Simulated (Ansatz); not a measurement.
A series of calculations on CH$_{5}$B

Part 1: Relaxation

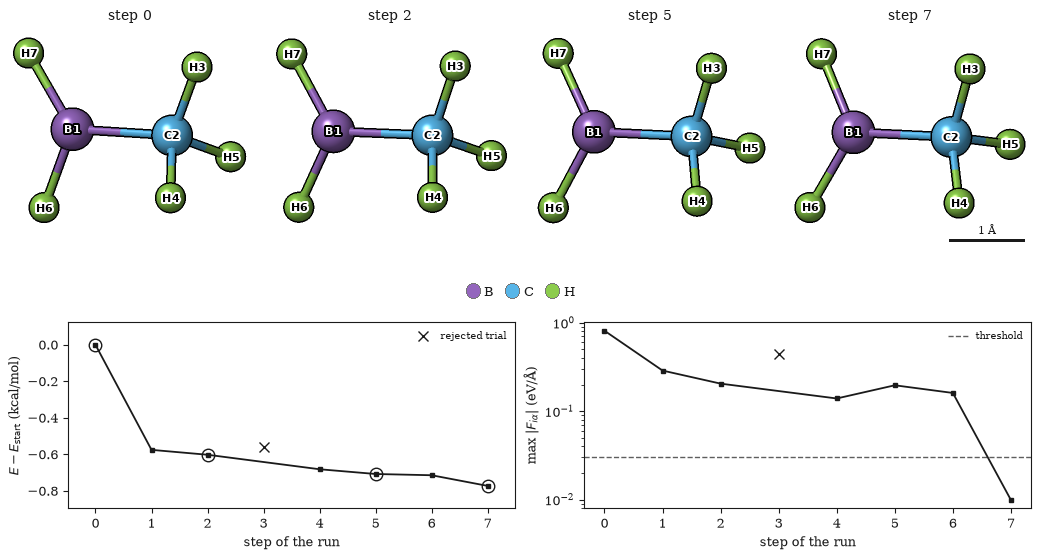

Frames of a relaxation of CH5B, marked on the history of the run. Style: ball-and-stick. Shown at a tilt.

The run prepares an end point of a later path (reaction) calculation, from a guessed geometry.

Computed with Ansatz, RKS B3LYP/def2-SVP.

The input:
```yaml
crystal:
  periodic: [false, false, false]
  atoms:
    - { symbol: B, position_ang: [0.399535, -0.006848, 0.030758] }
    - { symbol: C, position_ang: [0.787936, -0.043072, 1.556171] }
    - { symbol: H, position_ang: [-0.017113, -0.262344, 2.272899] }
    - { symbol: H, position_ang: [1.642561, -0.718939, 1.736234] }
    - { symbol: H, position_ang: [1.183023, 0.968309, 1.790606] }
    - { symbol: H, position_ang: [1.332897, 0.097287, -0.70239] }
    - { symbol: H, position_ang: [-0.730339, -0.034392, -0.388977] }
basis:
  gaussian: { orbitals: def2-SVP }
hamiltonian:
  xc: b3lyp
relax:
  f_tol: 0.03
  max_steps: 50
```

Run as
```bash
ansatz run input.yaml --threads 1 --pin off --max-ram 2048MiB --backend cpu --events-out ev --progress --plain --runs-dir out
```

Describe the path.

Over 6 accepted moves (7 points after the start) the energy falls by 0.77 kcal/mol. The largest force component goes from 0.81 to 0.0099 eV/Å. The line search rejected the trial step at point 3 of the run. The largest move after the best rigid fit is that of H7, 0.23 Å. Largest moves by element: H 0.23 Å, B 0.05 Å, C 0.03 Å. Among the contacts that change: B1–H6 1.191 → 1.210 Å, B1–C2 1.575 → 1.557 Å. Bond angles that change, for instance: C2–B1–H6 113.9° → 120.9°, B1–C2–H4 111.3° → 115.2°, H6–B1–H7 121.5° → 117.9°. From step 0 to 2: H6 moves most (0.08 Å), energy −0.60 kcal/mol. From step 2 to 5: H7 moves most (0.14 Å), energy −0.11 kcal/mol. From step 5 to 7: H7 moves most (0.07 Å), energy −0.07 kcal/mol.

Part 2: Relaxation

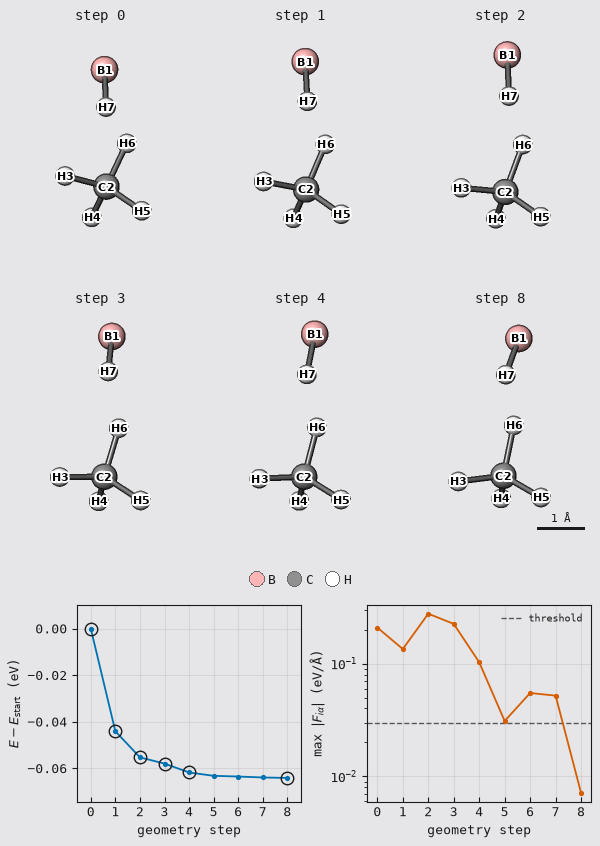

Frames of a relaxation of CH5B, marked on the history of the run. Style: ball-and-stick. Shown from a free direction.

The run prepares an end point of a later path (reaction) calculation, from a guessed geometry.

Theory: RKS B3LYP/def2-SVP (Ansatz). Set-up: no spin polarisation; force threshold 0.03 eV/Å; at most 50 steps.

Q: Describe the path.

A: The largest move after the best rigid fit is that of H3, 0.52 Å. By element the largest moves are H 0.52 Å, B 0.44 Å, C 0.15 Å. After 8 geometry steps the energy has fallen by 0.064 eV. The largest force component goes from 0.21 to 0.0071 eV/Å. From step 0 to 1: B1 moves most (0.19 Å), energy −0.044 eV. From step 1 to 2: B1 moves most (0.16 Å), energy −0.011 eV. From step 2 to 3: H7 moves most (0.20 Å), energy −0.003 eV. From step 3 to 4: H7 moves most (0.11 Å), energy −0.004 eV. From step 4 to 8: B1 moves most (0.14 Å), energy −0.002 eV.

Limits of the set-up: the start holds two separate molecules, 2.4 Å apart at their closest, whose relative position is a soft coordinate and is computed without a dispersion correction.

Part 3: Path

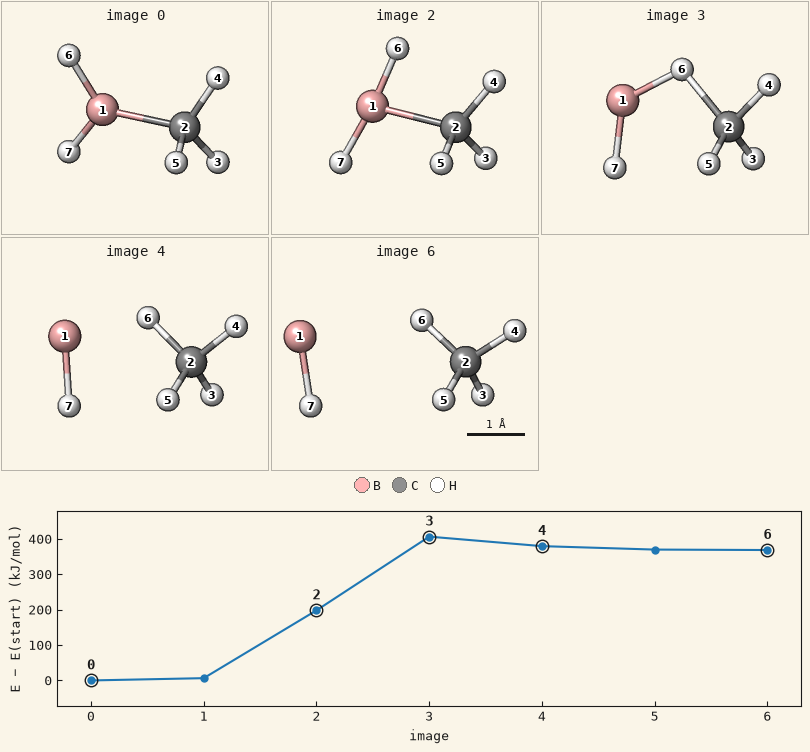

NEB run on CH$_{5}$B. Images are numbered from 0 (start) to 6 (end). Style: ball-and-stick. Shown at a tilt.

Method: RKS B3LYP/def2-SVP in Ansatz. Set-up: 5 movable images; climbing image; force threshold 0.05 eV/Å; iteration limit 60; starting path through a guess of the saddle point.

> Read off the barrier and say what moves.

Forward barrier 406.6 kJ/mol, backward barrier 37.9 kJ/mol, with image 3 at the top; the reaction energy is +368.7 kJ/mol. Breaking: B1–C2 (1.56 → 2.12 at the top → 3.27 Å), B1–H6 (1.21 → 1.30 at the top → 2.44 Å). Forming: C2–H6 (2.41 → 1.35 at the top → 1.10 Å). The band is converged. At the top, the vibrational analysis gives one imaginary mode (973i cm⁻¹), as a transition state must have.

The run took 68 s on 1 thread of Arm Neoverse V1 (shared host), peak memory 0.095 GiB.
